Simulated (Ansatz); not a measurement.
# Two runs on SiH$_{4}$S$_{4}$

System: SiH$_{4}$S$_{4}$.
Method of the first run: RKS PBE0-D4/def2-TZVPP (Ansatz 0.2.0).

The geometry comes from this level: PBE0-D4/def2-TZVP. Text and figures count atoms from 1; the logs count them from 0 in places.

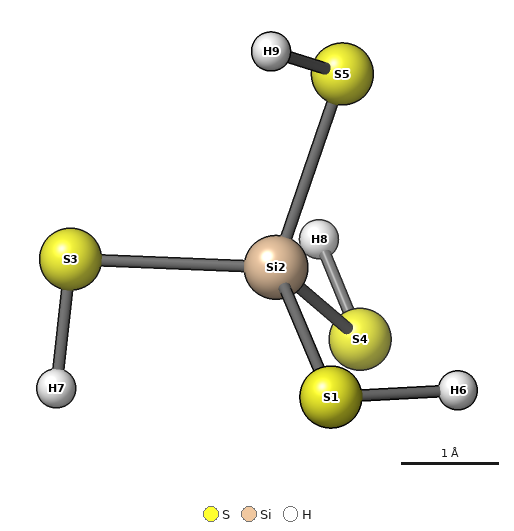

The structure (ball-and-stick view, seen at a tilt; atoms are numbered from 1 in the order of the input). Bond lengths as drawn: H–S 1.35 Å and S–Si 2.13 Å.

Input file, the first run:
```yaml
crystal:
  periodic: [false, false, false]
  atoms:
    - {symbol: S, position_ang: [-0.675836, 1.025803, -1.730569]}
    - {symbol: Si, position_ang: [0.009825, -0.005185, -0.002010]}
    - {symbol: S, position_ang: [2.107070, 0.327208, 0.107810]}
    - {symbol: S, position_ang: [-0.587219, -2.032964, -0.231606]}
    - {symbol: S, position_ang: [-0.803903, 0.658441, 1.846894]}
    - {symbol: H, position_ang: [-1.942739, 0.590041, -1.603903]}
    - {symbol: H, position_ang: [2.332426, -0.076659, -1.155955]}
    - {symbol: H, position_ang: [-0.126489, -2.403964, 0.977168]}
    - {symbol: H, position_ang: [-0.224535, 1.870979, 1.775067]}
basis:
  gaussian: {orbitals: def2-TZVPP}
hamiltonian: {xc: pbe0, dispersion: d4}
output: {orbitals: {seedname: orbitals}}
```

Hardware: 4 CPU threads, shared host.

Output (the first run):
```
Functional definition: PBE0
  parameter a = 0.25
  parameter kappa = 0.804
  parameter beta = 0.06672455060314922
  exchange = (1 - a)*pbe_x(kappa = kappa, mu = beta*pi^2/3) + a*exact_x
  correlation = pbe_c(beta = beta)
1787 factors; their error is unknown
mean field evaluation 1: about -51270.0659 eV, gradient 2.2e1 eV
mean field evaluation 2: about -51270.6492 eV, gradient 1.9e1 eV
mean field evaluation 4: about -51271.3501 eV, gradient 1.1e0 eV
mean field evaluation 8: about -51271.4069 eV, gradient 1.4e-1 eV
mean field -51271.40696606 eV, -1884.1894529947 hartree, gradient 3.7e-5 eV, S^2 0.000000; 0 other end points of the search recorded, 0 dependent functions left out
reference -51271.40699495 eV, -1884.1894540566 hartree; 41, 41 occupied and 225, 225 virtual orbitals, 1787 factors
Total energy: -51271.75208234 eV, -1884.2021357843 hartree
```

For the second run the input was changed thus:
```diff
-  gaussian: {orbitals: def2-TZVPP}
+  gaussian: {orbitals: def2-SVP}
```

How does the second run compare with the first run?

The total energy of the second run is 415.9 kcal/mol higher, which measures the change of basis and not a stability. The HOMO goes from −7.61 to −7.52 eV. The LUMO goes from −0.45 to 0.09 eV. The basis functions go from 266 to 110.

Output (the second run):
```
Functional definition: PBE0
  parameter a = 0.25
  parameter kappa = 0.804
  parameter beta = 0.06672455060314922
  exchange = (1 - a)*pbe_x(kappa = kappa, mu = beta*pi^2/3) + a*exact_x
  correlation = pbe_c(beta = beta)
1018 factors; integrals over basis functions are off by at most 9.4e-4 eV
mean field evaluation 1: about -51252.4585 eV, gradient 1.7e1 eV
mean field evaluation 2: about -51252.6019 eV, gradient 1.6e1 eV
mean field evaluation 4: about -51253.3040 eV, gradient 4.1e-1 eV
mean field evaluation 8: about -51253.3724 eV, gradient 4.4e-2 eV
mean field -51253.37239255 eV, -1883.5266946426 hartree, gradient 3.9e-5 eV, S^2 0.000000; 0 other end points of the search recorded, 0 dependent functions left out
reference -51253.37241648 eV, -1883.5266955222 hartree; 41, 41 occupied and 69, 69 virtual orbitals, 1018 factors
Total energy: -51253.71750387 eV, -1883.5393772499 hartree
```

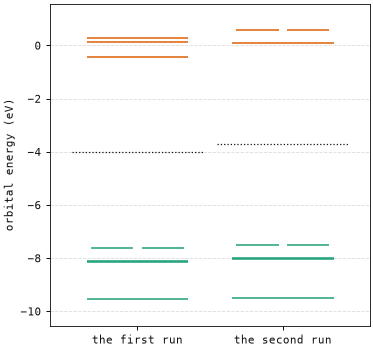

The five highest filled and three lowest empty orbital energies of the two runs; the dotted lines part filled from empty levels. The HOMO–LUMO gap is 7.17 eV in the first run and 7.61 eV in the second run.

The two runs side by side:

```tsv
quantity	the first run	the second run
outcome	converged	converged
total energy (hartree)	−1884.202136	−1883.539377
HOMO (eV)	−7.61	−7.52
LUMO (eV)	−0.45	0.09
basis functions	266	110
wall time (shared host)	7.5 s	1.6 s
```
